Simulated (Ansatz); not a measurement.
# AlB₂H₅O: a spread of methods and bases

How do the results and run time of AlB₂H₅O respond when the settings are drawn wide?

Method: the settings change from run to run; program: Ansatz 0.2.0, Gaussian basis.

**1. The geometry**

An earlier PBE0-D4 in a triple-zeta def2 set relaxation fixed the geometry.

SMILES `B[O][AlH][BH2]`, 9 atoms, charge 0, spin multiplicity 1.

Atoms are counted from 1 here; the program's logs count them from 0.

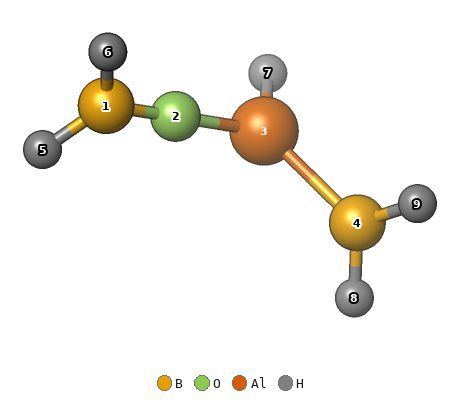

The structure; boron amber, oxygen green, aluminium orange, hydrogen grey; atoms are numbered from 1 in the order of the file.

**2. PBE-QIDH/def2-TZVPP**

Options: multiplicity 3, atoms shaken by 0.15 Å, high accuracy.

Contents of in.yaml:

```yaml
crystal:
  periodic: [false, false, false]
  atoms:
    - {symbol: B, position_ang: [-0.530080, 1.757976, -1.193894]}
    - {symbol: O, position_ang: [0.112446, 0.712074, -0.775283]}
    - {symbol: Al, position_ang: [0.632762, -0.663899, 0.133663]}
    - {symbol: B, position_ang: [-0.251065, -1.644178, 1.442484]}
    - {symbol: H, position_ang: [-1.234518, 1.746492, -2.198932]}
    - {symbol: H, position_ang: [-0.466898, 2.780599, -0.914747]}
    - {symbol: H, position_ang: [2.265073, -0.977651, -0.346642]}
    - {symbol: H, position_ang: [-0.937036, -2.365398, 1.149598]}
    - {symbol: H, position_ang: [-0.247315, -1.051257, 2.756471]}
basis:
  gaussian: {orbitals: def2-TZVPP}
magnetization: {spin_polarized: true, initial_magnetization: 2}
hamiltonian: {xc: {name: PBE-QIDH}}
accuracy: high
```

The run is started by

```sh
> ansatz run in.yaml --threads 2 --pin off --events-out ev --progress --plain --max-ram 4352MiB
```

Output:

```text
Functional definition: PBE-QIDH
  name "PBE-QIDH"
  cite "Brémond, Sancho-García, Pérez-Jiménez & Adamo, J. Chem. Phys. 141, 031101 (2014) doi:10.1063/1.4890314"
  cite "Perdew, Burke & Ernzerhof, Phys. Rev. Lett. 77, 3865 (1996) doi:10.1103/PhysRevLett.77.3865"
  parameter a = 3^(-1/3)
  parameter c = 1/3
  exchange = (1 - a)*pbe_x + a*exact_x
  correlation = (1 - c)*pbe_c + c*(mp2_os + mp2_ss)
3489 factors; integrals over basis functions are off by at most 1.9e-8 eV
mean field evaluation 1: about -10055.8202 eV, gradient 3.2e1 eV
mean field evaluation 2: about -10055.8213 eV, gradient 3.2e1 eV
mean field evaluation 4: about -10060.1309 eV, gradient 3.8e0 eV
mean field evaluation 8: about -10060.2798 eV, gradient 2.3e-1 eV
mean field evaluation 16: about -10060.2823 eV, gradient 1.9e-3 eV
mean field evaluation 32: about -10060.2823 eV, gradient 1.4e-7 eV
mean field -10060.28231490 eV, -369.7085559684 hartree, gradient 2.0e-8 eV, S^2 2.022188; 0 other end points of the search recorded, 0 dependent functions left out
8 core orbitals not correlated: weight in the atoms' cores, before any rotation towards them, 1.000 or more for the frozen orbitals, at most 0.000 for the correlated occupied ones
reference -10060.28231643 eV, -369.7085560247 hartree; 11, 9 occupied and 186, 188 virtual orbitals, 3489 factors
second order -15.44004140 eV of doubles, -0.00000000 eV of singles
Total energy: -10065.42899690 eV, -369.8976930433 hartree
```

Wall time 22 s (2 threads of Arm Neoverse V2, shared host); peak memory 1.2 GiB.

⟨S²⟩ 2.022.

**3. B3LYP5/def2-TZVPP**

Contents of in.yaml:

```yaml
crystal:
  periodic: [false, false, false]
  atoms:
    - {symbol: B, position_ang: [-0.500297, 1.741392, -1.308665]}
    - {symbol: O, position_ang: [0.119158, 0.722006, -0.717450]}
    - {symbol: Al, position_ang: [0.894157, -0.575978, 0.044511]}
    - {symbol: B, position_ang: [-0.192327, -1.603394, 1.548447]}
    - {symbol: H, position_ang: [-1.161177, 1.545089, -2.297178]}
    - {symbol: H, position_ang: [-0.397308, 2.850093, -0.847539]}
    - {symbol: H, position_ang: [2.366625, -0.888027, -0.453773]}
    - {symbol: H, position_ang: [-0.893120, -2.546350, 1.309261]}
    - {symbol: H, position_ang: [-0.147410, -1.291231, 2.705185]}
basis:
  gaussian: {orbitals: def2-TZVPP}
hamiltonian: {xc: {name: B3LYP5}}
```

Launched as before.

Output, cut to the lines that bear on the results:

```text
Functional definition: B3LYP5
  name "B3LYP5"
  cite "Stephens, Devlin, Chabalowski & Frisch, J. Phys. Chem. 98, 11623 (1994) doi:10.1021/j100096a001"
  cite "Becke, Phys. Rev. A 38, 3098 (1988) doi:10.1103/PhysRevA.38.3098"
  cite "Lee, Yang & Parr, Phys. Rev. B 37, 785 (1988) doi:10.1103/PhysRevB.37.785"
  cite "Vosko, Wilk & Nusair, Can. J. Phys. 58, 1200 (1980) doi:10.1139/p80-159"
[...]
1077 factors; their error is unknown
[...]
mean field -10077.80387803 eV, -370.3524615367 hartree, gradient 6.5e-5 eV, S^2 0.000000; 0 other end points of the search recorded, 0 dependent functions left out
reference -10077.80418077 eV, -370.3524726623 hartree; 18, 18 occupied and 187, 187 virtual orbitals, 1077 factors
Total energy: -10077.80418077 eV, -370.3524726623 hartree
```

It took 1.9 s on 2 threads of Arm Neoverse V2, shared host.

**4. PBE0/cc-pVTZ-DK**

Changes to in.yaml since step 3:

```diff
@@ -13,3 +13,4 @@
 basis:
-  gaussian: {orbitals: def2-TZVPP}
-hamiltonian: {xc: {name: B3LYP5}}
+  gaussian: {orbitals: cc-pVTZ-DK}
+hamiltonian: {xc: {name: PBE0}}
+output: {forces: true}
```

Same command.

Output, cut to the lines that bear on the results:

```text
Functional definition: PBE0
  name "PBE0"
  cite "Adamo & Barone, J. Chem. Phys. 110, 6158 (1999) doi:10.1063/1.478522"
  cite "Perdew, Burke & Ernzerhof, Phys. Rev. Lett. 77, 3865 (1996) doi:10.1103/PhysRevLett.77.3865"
  parent pbe
[...]
1180 factors; their error is unknown
[...]
mean field -10086.30076884 eV, -370.6647165146 hartree, gradient 3.9e-5 eV, S^2 0.000000; 0 other end points of the search recorded, 0 dependent functions left out
[...]
reference -10086.30080702 eV, -370.6647179178 hartree; 18, 18 occupied and 176, 176 virtual orbitals, 1180 factors
Total energy: -10086.30080702 eV, -370.6647179178 hartree
Relativity: scalar
Atom 0 at    -0.500297     1.741392    -1.308665 Å, force    -0.011390     0.018729    -0.011119 eV/Å
Atom 1 at     0.119158     0.722006    -0.717450 Å, force    -0.113775     0.202058    -0.121650 eV/Å
Atom 2 at     0.894157    -0.575978     0.044511 Å, force     0.101315    -0.193359     0.120766 eV/Å
Atom 3 at    -0.192327    -1.603394     1.548447 Å, force    -0.028721    -0.024940     0.037751 eV/Å
Atom 4 at    -1.161177     1.545089    -2.297178 Å, force     0.011621     0.004135     0.015596 eV/Å
Atom 5 at    -0.397308     2.850093    -0.847539 Å, force    -0.000927    -0.017708    -0.008927 eV/Å
Atom 6 at     2.366625    -0.888027    -0.453773 Å, force     0.022926     0.000275    -0.012512 eV/Å
Atom 7 at    -0.893120    -2.546350     1.309261 Å, force     0.016590     0.016787     0.002941 eV/Å
Atom 8 at    -0.147410    -1.291231     2.705185 Å, force     0.002360    -0.005978    -0.022846 eV/Å
Dipole moment:     0.060132    -0.243817     0.188368 e Å
```

Wall time 3.1 s (2 threads of Arm Neoverse V2, shared host).

Largest force 0.262 eV/Å, dipole 1.51 D.

**5. BLYP/STO-3G**

Set apart from the defaults: D3(BJ) with three-body dispersion.

Changes to in.yaml since step 4:

```diff
@@ -13,4 +13,4 @@
 basis:
-  gaussian: {orbitals: cc-pVTZ-DK}
-hamiltonian: {xc: {name: PBE0}}
+  gaussian: {orbitals: STO-3G}
+hamiltonian: {xc: {name: BLYP}, dispersion: d3bjatm}
 output: {forces: true}
```

The command is unchanged.

Output, cut to the lines that bear on the results:

```text
Functional definition: BLYP
  name "BLYP"
  cite "Becke, Phys. Rev. A 38, 3098 (1988) doi:10.1103/PhysRevA.38.3098"
  cite "Lee, Yang & Parr, Phys. Rev. B 37, 785 (1988) doi:10.1103/PhysRevB.37.785"
[...]
364 factors; integrals over basis functions are off by at most 5.0e-5 eV
[...]
mean field -9951.66529471 eV, -365.7169540995 hartree, gradient 4.4e-5 eV, S^2 0.000000; 0 other end points of the search recorded, 0 dependent functions left out
[...]
reference -9951.66555826 eV, -365.7169637847 hartree; 18, 18 occupied and 11, 11 virtual orbitals, 364 factors
Total energy: -9951.94567055 eV, -365.7272577217 hartree
Atom 0 at    -0.500297     1.741392    -1.308665 Å, force     0.121889    -0.222284     0.136716 eV/Å
Atom 1 at     0.119158     0.722006    -0.717450 Å, force    -0.007516     0.077795    -0.067129 eV/Å
Atom 2 at     0.894157    -0.575978     0.044511 Å, force     0.458356    -0.683134     0.375342 eV/Å
Atom 3 at    -0.192327    -1.603394     1.548447 Å, force     0.283663     0.454407    -0.560832 eV/Å
Atom 4 at    -1.161177     1.545089    -2.297178 Å, force     0.207088     0.152205     0.331933 eV/Å
Atom 5 at    -0.397308     2.850093    -0.847539 Å, force    -0.083983    -0.345981    -0.222375 eV/Å
Atom 6 at     2.366625    -0.888027    -0.453773 Å, force    -1.281564     0.359901     0.354087 eV/Å
Atom 7 at    -0.893120    -2.546350     1.309261 Å, force     0.277733     0.316676     0.063398 eV/Å
Atom 8 at    -0.147410    -1.291231     2.705185 Å, force     0.024334    -0.109585    -0.411141 eV/Å
Dipole moment:     0.226376    -0.365709     0.210155 e Å
```

Wall time 0.55 s (2 threads of Arm Neoverse V2, shared host).

Largest force 1.377 eV/Å, dipole 2.30 D.

**6. wB97X-V/6-31G**

Options: charge +1, multiplicity 2, restricted open-shell orbitals.

Changes to in.yaml since step 5:

```diff
@@ -13,4 +13,6 @@
 basis:
-  gaussian: {orbitals: STO-3G}
-hamiltonian: {xc: {name: BLYP}, dispersion: d3bjatm}
+  gaussian: {orbitals: 6-31G}
+total_charge: 1
+magnetization: {spin_polarized: false, initial_magnetization: 1}
+hamiltonian: {xc: {name: wB97X-V}}
 output: {forces: true}
```

The command is unchanged.

Output, cut to the lines that bear on the results:

```text
Functional definition: wB97X-V
  name "wB97X-V"
  cite "Mardirossian & Head-Gordon, Phys. Chem. Chem. Phys. 16, 9904 (2014) doi:10.1039/C3CP54374A"
  cite "Becke, J. Chem. Phys. 107, 8554 (1997) doi:10.1063/1.475007"
  cite "Vydrov & Van Voorhis, J. Chem. Phys. 133, 244103 (2010) doi:10.1063/1.3521275"
[...]
      + integral(e_c_pw_opposite_spin*poly(b97_u_opposite, cos0, cos1)) + vv10(b, c)
625 factors; integrals over basis functions are off by at most 2.4e-4 eV
250 factors; integrals over basis functions are off by at most 4.3e-6 eV
[...]
mean field -10064.42707833 eV, -369.8608732150 hartree, gradient 3.0e-6 eV, S^2 0.750000; 3 other end points of the search recorded, 0 dependent functions left out
[...]
reference -10064.42707633 eV, -369.8608731414 hartree; 18, 17 occupied and 32, 33 virtual orbitals, 625 factors
Total energy: -10064.42707633 eV, -369.8608731414 hartree
Atom 0 at    -0.500297     1.741392    -1.308665 Å, force    -0.312186     0.902533    -0.212912 eV/Å
Atom 1 at     0.119158     0.722006    -0.717450 Å, force    -0.480378     0.094579    -0.275996 eV/Å
Atom 2 at     0.894157    -0.575978     0.044511 Å, force     1.143891    -0.532239    -0.089036 eV/Å
Atom 3 at    -0.192327    -1.603394     1.548447 Å, force    -0.932519    -0.699807     1.782711 eV/Å
Atom 4 at    -1.161177     1.545089    -2.297178 Å, force     0.203466     0.050509    -0.229769 eV/Å
Atom 5 at    -0.397308     2.850093    -0.847539 Å, force    -0.306841     0.019263     0.095150 eV/Å
Atom 6 at     2.366625    -0.888027    -0.453773 Å, force     0.114529    -0.304913    -0.086681 eV/Å
Atom 7 at    -0.893120    -2.546350     1.309261 Å, force     0.197784     0.082460    -0.733293 eV/Å
Atom 8 at    -0.147410    -1.291231     2.705185 Å, force     0.372253     0.387614    -0.250175 eV/Å
Dipole moment:    -0.001170    -0.320726     0.254956 e Å
```

It took 21 s on 2 threads of Arm Neoverse V2, shared host.

Largest force 2.130 eV/Å.

**7. RPA/def2-TZVPD**

Set apart from the defaults: charge -1, multiplicity 2, coordinates scaled by 1.05, a point charge of 1.00 e beside it, relativity set to none.

Contents of in.yaml:

```yaml
crystal:
  periodic: [false, false, false]
  atoms:
    - {symbol: B, position_ang: [-0.525312, 1.828462, -1.374098]}
    - {symbol: O, position_ang: [0.125116, 0.758106, -0.753323]}
    - {symbol: Al, position_ang: [0.938865, -0.604776, 0.046737]}
    - {symbol: B, position_ang: [-0.201943, -1.683564, 1.625869]}
    - {symbol: H, position_ang: [-1.219236, 1.622343, -2.412037]}
    - {symbol: H, position_ang: [-0.417173, 2.992598, -0.889916]}
    - {symbol: H, position_ang: [2.484956, -0.932429, -0.476462]}
    - {symbol: H, position_ang: [-0.937776, -2.673667, 1.374725]}
    - {symbol: H, position_ang: [-0.154780, -1.355793, 2.840445]}
basis:
  gaussian: {orbitals: def2-TZVPD, point_charges: [{charge: 1.00, position_ang: [6.729, 0.044, -0.593]}]}
total_charge: -1
magnetization: {spin_polarized: true, initial_magnetization: 1}
hamiltonian: {xc: {name: HF}, pseudopotentials: {relativity: none}}
correlation: {method: rpa}
```

The command is unchanged.

Output, cut to the lines that bear on the results:

```text
Functional definition: HF
  name "HF"
  cite "Fock, Z. Phys. 61, 126 (1930) doi:10.1007/BF01340294"
  parent pbe
[...]
1360 factors; integrals over basis functions are off by at most 9.5e-4 eV
[...]
a density is far from that of the atoms, so the factors are made again for it
1466 factors; integrals over basis functions are off by at most 9.5e-4 eV
[...]
mean field -10047.39239141 eV, -369.2348600172 hartree, gradient 2.5e-6 eV, S^2 0.751113; 11 other end points of the search recorded, 0 dependent functions left out
8 core orbitals not correlated: weight in the atoms' cores, before any rotation towards them, 1.000 or more for the frozen orbitals, at most 0.000 for the correlated occupied ones
reference -10047.39239141 eV, -369.2348600172 hartree; 11, 10 occupied and 183, 184 virtual orbitals, 1466 factors
Total energy: -10064.75411663 eV, -369.8728916507 hartree
```

It took 25 s on 2 threads of Arm Neoverse V2, shared host; peak memory 0.51 GiB.

⟨S²⟩ 0.751.

**8. B2GP-PLYP/aug-cc-pVDZ**

Options: coordinates scaled by 1.12, the search for lower states set to off.

Contents of in.yaml:

```yaml
crystal:
  periodic: [false, false, false]
  atoms:
    - {symbol: B, position_ang: [-0.560332, 1.950359, -1.465705]}
    - {symbol: O, position_ang: [0.133457, 0.808647, -0.803544]}
    - {symbol: Al, position_ang: [1.001456, -0.645095, 0.049853]}
    - {symbol: B, position_ang: [-0.215406, -1.795801, 1.734261]}
    - {symbol: H, position_ang: [-1.300519, 1.730499, -2.572839]}
    - {symbol: H, position_ang: [-0.444985, 3.192104, -0.949244]}
    - {symbol: H, position_ang: [2.650620, -0.994591, -0.508226]}
    - {symbol: H, position_ang: [-1.000295, -2.851912, 1.466373]}
    - {symbol: H, position_ang: [-0.165099, -1.446179, 3.029808]}
basis:
  gaussian: {orbitals: aug-cc-pVDZ}
hamiltonian: {xc: {name: B2GP-PLYP}}
scf: {lower_state_search: off}
output: {forces: true}
```

Same command.

Output, cut to the lines that bear on the results:

```text
Functional definition: B2GP-PLYP
  name "B2GP-PLYP"
  cite "Karton, Tarnopolsky, Lamère, Schatz & Martin, J. Phys. Chem. A 112, 12868 (2008) doi:10.1021/jp801805p"
  cite "Becke, Phys. Rev. A 38, 3098 (1988) doi:10.1103/PhysRevA.38.3098"
  cite "Lee, Yang & Parr, Phys. Rev. B 37, 785 (1988) doi:10.1103/PhysRevB.37.785"
[...]
1367 factors; integrals over basis functions are off by at most 1.2e-3 eV
[...]
mean field -10063.11954130 eV, -369.8128221153 hartree, gradient 4.2e-6 eV, S^2 0.000000; 0 other end points of the search recorded, 0 dependent functions left out
8 core orbitals not correlated: weight in the atoms' cores, before any rotation towards them, 1.000 or more for the frozen orbitals, at most 0.000 for the correlated occupied ones
reference -10063.11971747 eV, -369.8128285897 hartree; 10, 10 occupied and 123, 123 virtual orbitals, 1367 factors
[...]
Atom 0 at    -0.560332     1.950359    -1.465705 Å, force     0.902646    -1.502003     0.876737 eV/Å
Atom 1 at     0.133457     0.808647    -0.803544 Å, force    -0.846888     1.340188    -0.757561 eV/Å
Atom 2 at     1.001456    -0.645095     0.049853 Å, force    -0.451731     0.962238    -0.629437 eV/Å
Atom 3 at    -0.215406    -1.795801     1.734261 Å, force    -0.523949    -0.458566     0.691969 eV/Å
Atom 4 at    -1.300519     1.730499    -2.572839 Å, force     1.426738     0.294381     2.094481 eV/Å
Atom 5 at    -0.444985     3.192104    -0.949244 Å, force    -0.143426    -2.388139    -0.885708 eV/Å
Atom 6 at     2.650620    -0.994591    -0.508226 Å, force    -1.775711     0.404514     0.575355 eV/Å
Atom 7 at    -1.000295    -2.851912     1.466373 Å, force     1.450822     1.926751     0.410803 eV/Å
Atom 8 at    -0.165099    -1.446179     3.029808 Å, force    -0.038502    -0.579364    -2.376638 eV/Å
Dipole moment:     0.084817    -0.303410     0.229168 e Å
Checks for a lower state left out: starts, cluster_reference, orbital_swaps, neighbouring_geometries, increment
```

It took 9 s on 2 threads of Arm Neoverse V2, shared host; peak memory 0.51 GiB.

Largest force 2.551 eV/Å, dipole 1.87 D.

**9. LC-wPBE/def2-SVP**

Contents of in.yaml:

```yaml
crystal:
  periodic: [false, false, false]
  atoms:
    - {symbol: B, position_ang: [-0.500297, 1.741392, -1.308665]}
    - {symbol: O, position_ang: [0.119158, 0.722006, -0.717450]}
    - {symbol: Al, position_ang: [0.894157, -0.575978, 0.044511]}
    - {symbol: B, position_ang: [-0.192327, -1.603394, 1.548447]}
    - {symbol: H, position_ang: [-1.161177, 1.545089, -2.297178]}
    - {symbol: H, position_ang: [-0.397308, 2.850093, -0.847539]}
    - {symbol: H, position_ang: [2.366625, -0.888027, -0.453773]}
    - {symbol: H, position_ang: [-0.893120, -2.546350, 1.309261]}
    - {symbol: H, position_ang: [-0.147410, -1.291231, 2.705185]}
basis:
  gaussian: {orbitals: def2-SVP}
hamiltonian: {xc: {name: LC-wPBE}}
output: {forces: true}
```

The command is unchanged.

Output, cut to the lines that bear on the results:

```text
Functional definition: LC-wPBE
  name "LC-wPBE"
  cite "Vydrov & Scuseria, J. Chem. Phys. 125, 234109 (2006) doi:10.1063/1.2409292"
  cite "Heyd & Scuseria, J. Chem. Phys. 120, 7274 (2004) doi:10.1063/1.1668634"
  cite "Ernzerhof & Perdew, J. Chem. Phys. 109, 3313 (1998) doi:10.1063/1.476928"
  cite "Perdew, Burke & Ernzerhof, Phys. Rev. Lett. 77, 3865 (1996) doi:10.1103/PhysRevLett.77.3865"
  parent pbe
[...]
934 factors; their error is unknown
312 factors; integrals over basis functions are off by at most 2.5e-5 eV
[...]
mean field -10069.15507325 eV, -370.0346238235 hartree, gradient 2.0e-5 eV, S^2 0.000000; 0 other end points of the search recorded, 0 dependent functions left out
[...]
reference -10069.15507326 eV, -370.0346238238 hartree; 18, 18 occupied and 67, 67 virtual orbitals, 934 factors
Total energy: -10069.15507326 eV, -370.0346238238 hartree
Atom 0 at    -0.500297     1.741392    -1.308665 Å, force    -0.028031     0.060952    -0.040765 eV/Å
Atom 1 at     0.119158     0.722006    -0.717450 Å, force    -0.115114     0.216550    -0.133877 eV/Å
Atom 2 at     0.894157    -0.575978     0.044511 Å, force     0.241704    -0.498499     0.321865 eV/Å
Atom 3 at    -0.192327    -1.603394     1.548447 Å, force     0.232846     0.165003    -0.272579 eV/Å
Atom 4 at    -1.161177     1.545089    -2.297178 Å, force    -0.134514    -0.043720    -0.201815 eV/Å
Atom 5 at    -0.397308     2.850093    -0.847539 Å, force     0.023335     0.225466     0.096969 eV/Å
Atom 6 at     2.366625    -0.888027    -0.453773 Å, force    -0.052927     0.012913     0.016266 eV/Å
Atom 7 at    -0.893120    -2.546350     1.309261 Å, force    -0.167639    -0.211324    -0.050718 eV/Å
Atom 8 at    -0.147410    -1.291231     2.705185 Å, force     0.000341     0.072659     0.264654 eV/Å
Dipole moment:     0.054875    -0.245182     0.192409 e Å
```

Wall time 1.2 s (2 threads of Arm Neoverse V2, shared host).

Largest force 0.641 eV/Å, dipole 1.52 D.

**10. B97/6-31G***

Set apart from the defaults: atoms shaken by 0.08 Å, the search for lower states set to light.

Contents of in.yaml:

```yaml
crystal:
  periodic: [false, false, false]
  atoms:
    - {symbol: B, position_ang: [-0.448922, 1.716456, -1.265767]}
    - {symbol: O, position_ang: [0.163666, 0.901374, -0.831744]}
    - {symbol: Al, position_ang: [0.994520, -0.594927, 0.050909]}
    - {symbol: B, position_ang: [-0.164111, -1.498253, 1.567112]}
    - {symbol: H, position_ang: [-1.285515, 1.524970, -2.225440]}
    - {symbol: H, position_ang: [-0.260057, 2.878575, -0.890927]}
    - {symbol: H, position_ang: [2.179874, -1.011055, -0.581768]}
    - {symbol: H, position_ang: [-1.069466, -2.564186, 1.315355]}
    - {symbol: H, position_ang: [-0.166828, -1.321862, 2.617500]}
basis:
  gaussian: {orbitals: "6-31G*"}
hamiltonian: {xc: {name: B97}}
scf: {lower_state_search: light}
```

Same command.

Output, cut to the lines that bear on the results:

```text
Functional definition: B97
  name "B97"
  cite "Becke, J. Chem. Phys. 107, 8554 (1997) doi:10.1063/1.475007"
[...]
      + integral(e_c_pw_opposite_spin*poly(b97_u_opposite, cos0, cos1, cos2))
852 factors; their error is unknown
[...]
mean field -10072.90459015 eV, -370.1724160280 hartree, gradient 2.1e-5 eV, S^2 0.000000; 0 other end points of the search recorded, 0 dependent functions left out
reference -10072.90461738 eV, -370.1724170286 hartree; 18, 18 occupied and 56, 56 virtual orbitals, 852 factors
Total energy: -10072.90461738 eV, -370.1724170286 hartree
```

Wall time 2.2 s (2 threads of Arm Neoverse V2, shared host).

**11. All runs side by side**

| level | charge | multiplicity | geometry | functions | energy (eV) | time |
| --- | --- | --- | --- | --- | --- | --- |
| PBE-QIDH/def2-TZVPP | 0 | 3 | shaken | 205 | -10065.429 | 22 s |
| B3LYP5/def2-TZVPP | 0 | 1 | relaxed | 205 | -10077.804 | 1.9 s |
| PBE0/cc-pVTZ-DK | 0 | 1 | relaxed | 194 | -10086.301 | 3.1 s |
| BLYP/STO-3G | 0 | 1 | relaxed | 29 | -9951.946 | 0.55 s |
| wB97X-V/6-31G | 1 | 2 | relaxed | 50 | -10064.427 | 21 s |
| RPA/def2-TZVPD | -1 | 2 | scaled, point charge | 202 | -10064.754 | 25 s |
| B2GP-PLYP/aug-cc-pVDZ | 0 | 1 | scaled | 141 | -10068.241 | 9 s |
| LC-wPBE/def2-SVP | 0 | 1 | relaxed | 85 | -10069.155 | 1.2 s |
| B97/6-31G* | 0 | 1 | shaken | 74 | -10072.905 | 2.2 s |

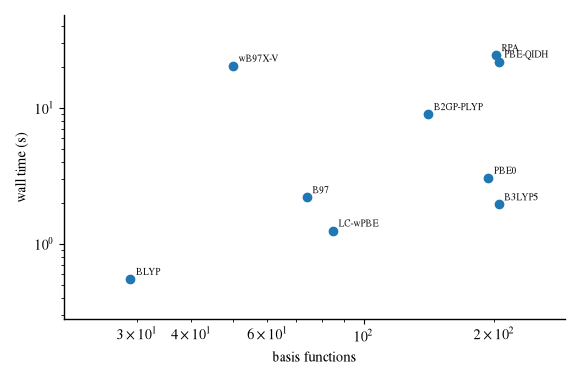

Wall time against the number of basis functions (shared host).

**12. Summary of results**

| quantity | value |
| --- | --- |
| runs | 9 |
| quickest | BLYP/STO-3G, 0.55 s |
| slowest | RPA/def2-TZVPD, 25 s |
| spread of total energies, same state and geometry | 134.4 eV |
| dipole, same state and geometry | 1.51 to 2.30 D |

**Reading.** RPA/def2-TZVPD took 45 times as long as BLYP/STO-3G. The jobs differ in tasks and options as well as level. Total energies at one charge and spin differ by 134 eV between levels, so only differences within one level mean anything. Some of these runs are scalar-relativistic and others not, which shifts the totals of all-electron atoms past neon by eV; core potentials, where a basis has them, take the core out of the total altogether. At the PBE0-D4/def2-TZVP geometry and in the same state, runs without warnings or point charges leave forces up to 1.38 eV/Å (BLYP/STO-3G), against 2.6 eV/Å where the atoms were moved. At that geometry and state the dipole changes by 52 % between the lowest and highest value.
